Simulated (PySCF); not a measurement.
ClH2Si, doublet, SMILES `Cl[SiH2]`.

Method: B3LYP/6-31+G*; geometry: GFN2-xTB; program: PySCF. No frequency check shows the geometry to be a minimum. GFN2-xTB bond lengths at metals and heavier atoms can be off by up to 0.1 Å and shapes distorted, which carries into these values. GFN2-xTB doesn't know the spin state, so this open-shell geometry is rough.

Cartesian coordinates (Å):

```
Cl1     -1.0114   -0.0000    0.0149
Si2      1.0081   -0.0001   -0.0871
H3       1.5392    1.2254    0.4826
H4       1.5401   -1.2240    0.4832
```

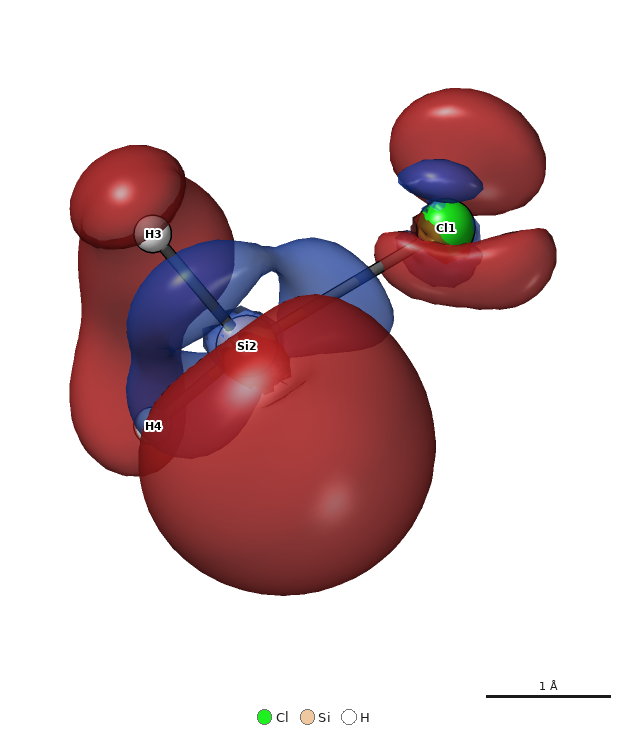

Fukui function f⁺ = ρ(N+1) − ρ(N) at fixed geometry, surfaces at ±0.02 e/Å³ (red positive, blue negative).

**On which atoms does the density change most on addition of an electron?**

f⁺ (Hirshfeld-condensed) is largest on Si2 (0.67); the vertical electron affinity is 0.89 eV (to the singlet anion, which needn't be its lowest state; the anion's highest orbital has positive energy, so this value and f⁺ depend on the basis). Condensed values hint at sites of nucleophilic attack but needn't mark the atom that reacts. Orbital relaxation makes it negative in places (0.09 e in all).

The PySCF run took 13 s on 1 thread of Arm Neoverse N1, with other jobs on the host, peak memory 0.23 GiB.
